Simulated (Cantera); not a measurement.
A closed system holds: 1 mol Si, a varied amount of HBr, equilibrated at 602 °C and 100 Torr.

Method: chemical equilibrium by Gibbs-energy minimisation in Cantera with the NASA 1993 tables (ideal gas, pure condensed phases). Candidate condensed phases: Br2, Si; 19 gas species. The tables' values for SiBr3 are old estimates; treat these amounts as uncertain. The numbers say what is thermodynamically allowed, not how fast it happens.

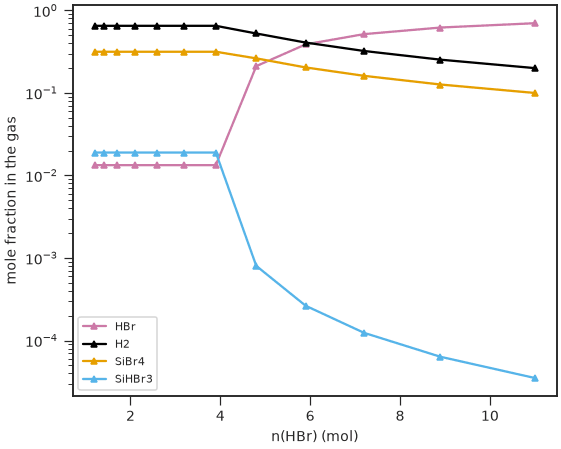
Equilibrium gas composition (values under 1e-9 drawn at 1e-9)

Task: Read off the mole fractions at 4.8 mol HBr.

Result: H2 about 0.53, SiBr4 about 0.26, HBr about 0.21, SiHBr3 about 0.00080.
